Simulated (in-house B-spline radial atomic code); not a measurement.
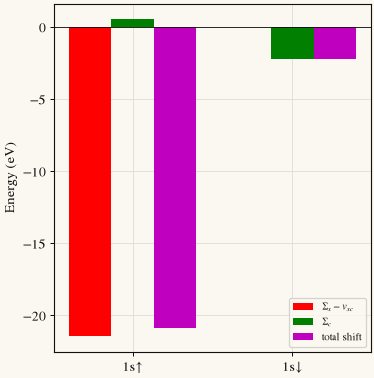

Parts of the G₀W₀ correction to each level for Li²⁺ (1s). All-electron spherical atom, non-relativistic, LDA exchange-only start, no spin-orbit coupling, Breit or QED terms; computed with a B-spline radial code. The quasi-particle equation is solved at full frequency; levels of low quasi-particle weight Z are left out.

Question: How does G₀W₀ correct the levels?

Answer: G₀W₀ moves the highest occupied level, 1s↑, from −100.99 to −121.87 eV (renormalisation factor Z = 0.98); the tabulated theoretical removal energy is 122.45 eV, so the error is −0.58 eV. The empty level 1s↓ goes from −73.60 to −75.82 eV.

```tsv
Level	Mean field (eV)	Σx − vxc (eV)	Σc (eV)	Z	G₀W₀ (eV)
1s↑	−100.99	−21.42	0.54	0.98	−121.87
1s↓	−73.60	0.00	−2.23	0.99	−75.82
```

Caveat: one electron: RPA and GW hold self-correlation, the exact correlation energy is zero.
